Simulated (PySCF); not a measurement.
# H₁₁NOSi₄: electronic excitations

What electronic excitations should H₁₁NOSi₄ (`O[SiH2][SiH2]N[SiH2][SiH3]`) show?

Programs: PySCF 2.14.0, with density-fitted response routines of our own. Each step states its level of theory. These are calculated values for one molecule in the gas phase, unless marked as measured. Atoms count from 0, in the outputs and in this text.

### 1 Starting geometry

17 atoms, charge 0, multiplicity 1; geometry from: GFN2-xTB.

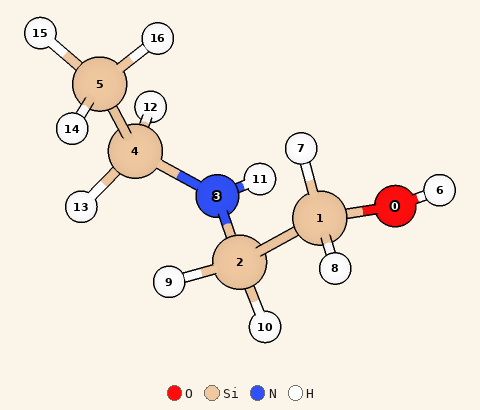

The starting geometry (oxygen red, silicon light orange, nitrogen blue, hydrogen white), atoms numbered.

### 2 Excited states and response: CAM-B3LYP/def2-SVPD

Job settings and geometry (Å):

```
{"job": {"kind": "uv", "xc": "CAM-B3LYP", "basis": "def2-SVPD", "nstates": 8, "ntriplets": 3}, "charge": 0, "multiplicity": 1}
O      3.213058    -0.845143    -0.547632
Si     2.316399     0.503305    -0.766194
Si     0.996733     0.583263     1.110694
N     -0.166207    -0.704640     1.126109
Si    -1.896571    -0.661871     0.979021
Si    -2.533883     0.206390    -1.060348
H      3.894191    -1.111746    -1.159996
H      1.636706     0.394851    -2.069127
H      3.232805     1.644824    -0.921791
H      0.183175     1.807201     1.138940
H      1.724032     0.521469     2.391623
H      0.239093    -1.625222     1.171680
H     -2.298737    -2.062544     1.186580
H     -2.418005     0.107390     2.120598
H     -2.345807     1.658187    -1.173845
H     -3.959016    -0.033011    -1.325545
H     -1.824967    -0.370674    -2.210679
```

With the program's defaults for keys left out, this is: TDDFT CAM-B3LYP/def2-SVPD, vertical, gas phase, core orbitals frozen in the response.

The run is started by

```console
$ OMP_NUM_THREADS=1 python probes_run.py task.json out
```

The driver reads the jobs from task.json and runs them one after another.

What will the session give for the following? lowest singlet (CAM-B3LYP/def2-SVPD); brightest single state of those computed; lowest triplet. Wanted: lowest singlet; brightest single state of those computed; lowest triplet.

**Answer**, as computed:

| quantity | value |
| --- | --- |
| lowest singlet (CAM-B3LYP/def2-SVPD) | 5.39 eV (230 nm), f = 0.001 |
| brightest single state of those computed | state 7, 6.99 eV, f = 0.069 |
| lowest triplet | 4.98 eV |

What this shows: The lowest singlet, at 5.39 eV, is HOMO→LUMO 0.57, HOMO→LUMO+1 0.38 and is weak; of the 8 states computed, the strongest absorption comes from state 7 at 6.99 eV (the last state computed is bright too, and its partners may lie past the list). The lowest triplet lies 0.41 eV below the lowest singlet (triplets in Tamm-Dancoff, singlets in full TDDFT).
